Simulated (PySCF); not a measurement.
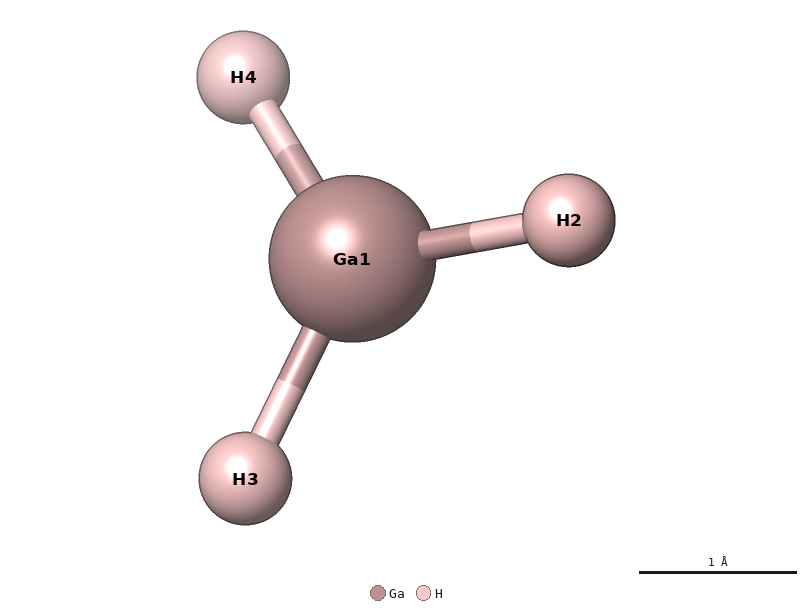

Orthographic view. Atoms fade into the background with distance from the viewer. Computed geometry: PBE0-D4/def2-TZVP optimisation. No frequency run is at hand to confirm it as a minimum.

Write a Z-matrix (Å, degrees) in the order of the atom numbers, with these reference atoms: 2 to 1; 3 to 1, 2; 4 to 1, 3, 2.

```
Ga 
H    1   1.569
H    1   1.568   2   120.0
H    1   1.568   3   120.0   2   180.0
```
